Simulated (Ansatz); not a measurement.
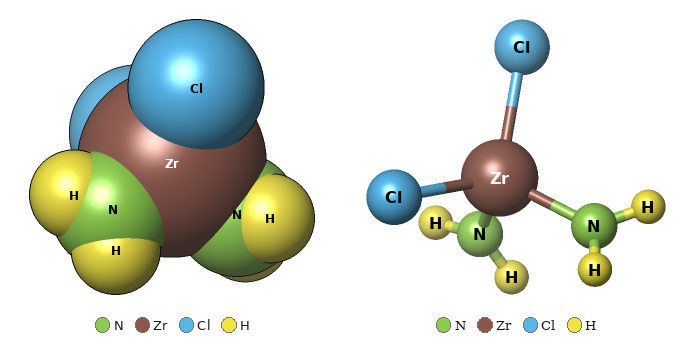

Two views of one molecule.

Charge 0, singlet. Computed geometry: PBE0-D4/def2-TZVP optimisation.

What does the picture show?

The molecule is Cl2H4N2Zr. SMILES: `[NH2][Zr]([NH2])([Cl])[Cl]`. This geometry has Cs symmetry. Coordination: 2 N trigonal planar; 1 Zr tetrahedral.

More results for the same structure follow; atom numbers are the same in all pictures, views and colours differ.

### Levels of theory compared

Program: Ansatz 0.2.0.

At this fixed geometry, give HOMO–LUMO gap (eV), dipole (D) at these levels: B3LYP-D4/def2-TZVPP; PBE-D4/def2-TZVPP; r2SCAN-D4/def2-TZVPP; ωB97M-V/def2-TZVPP.

| level | HOMO–LUMO gap (eV) | dipole (D) |
| --- | --- | --- |
| B3LYP-D4/def2-TZVPP | 5.99 | 3.35 |
| PBE-D4/def2-TZVPP | 4.25 | 3.36 |
| r2SCAN-D4/def2-TZVPP | 4.72 | 3.41 |
| ωB97M-V/def2-TZVPP | 10.78 | 3.33 |

### Vibrations

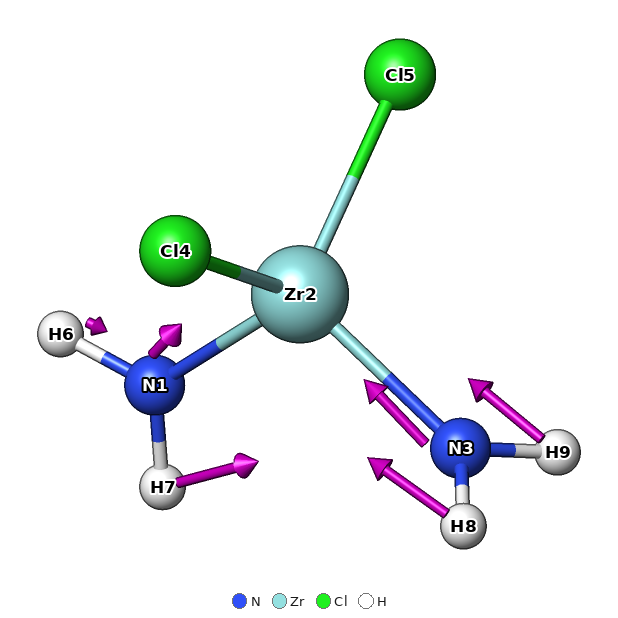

The arrows show one normal mode. Harmonic vibrations computed with RKS PBE0-D4/def2-TZVP, core potentials on Zr (Ansatz 0.2.0) at a stationary point of the same level.

Question: Estimate its harmonic wavenumber.

Answer: 671 cm⁻¹; it is mode 15 of 21 counted from the lowest.

### Thermal motion

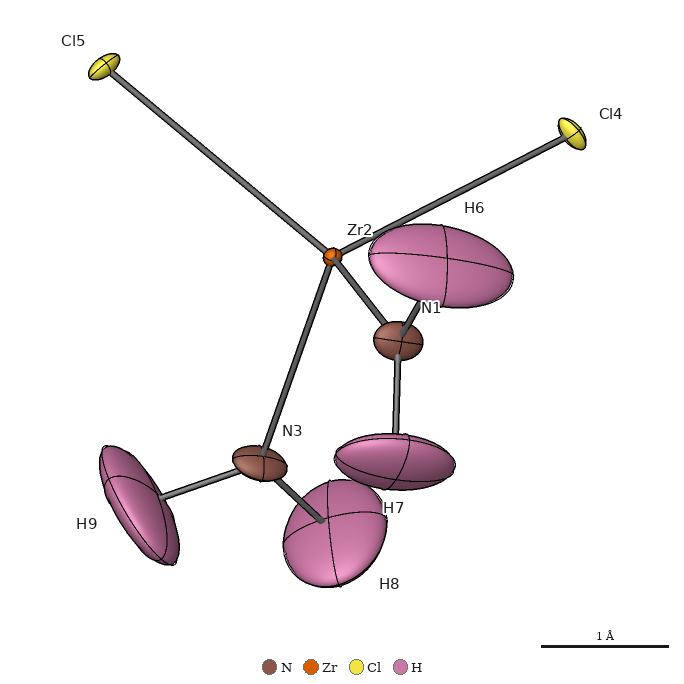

Displacement ellipsoids at the 50 % level, from the internal vibrations of the free molecule (harmonic, no overall translation or rotation; no half-axis is drawn under 0.075 Å). Vibrations computed with RKS PBE0-D4/def2-TZVP, core potentials on Zr (Ansatz 0.2.0). Temperature: 298 K.

Question: Which atom has the largest mean-square displacement?

Answer: H8, H9, with U_eq = 0.0863 Å².

Question: Does H6 move more along its bond or across it?

Answer: Across it: the root-mean-square amplitude is 0.102 Å along the bond and up to 0.391 Å across, since bending and torsion are softer than stretching.

List U_eq and the three principal root-mean-square amplitudes for each kind of atom.

| atom | U_eq (Å²) | rms amplitudes (Å) |
| --- | --- | --- |
| N1 | 0.0102 | 0.056, 0.099, 0.133 |
| Zr2 | 0.0014 | 0.028, 0.040, 0.043 |
| N3 | 0.0125 | 0.057, 0.112, 0.147 |
| Cl4, Cl5 | 0.0054 | 0.047, 0.066, 0.098 |
| H6 | 0.0716 | 0.093, 0.231, 0.391 |
| H7 | 0.0534 | 0.106, 0.219, 0.318 |
| H8, H9 | 0.0863 | 0.111, 0.277, 0.413 |
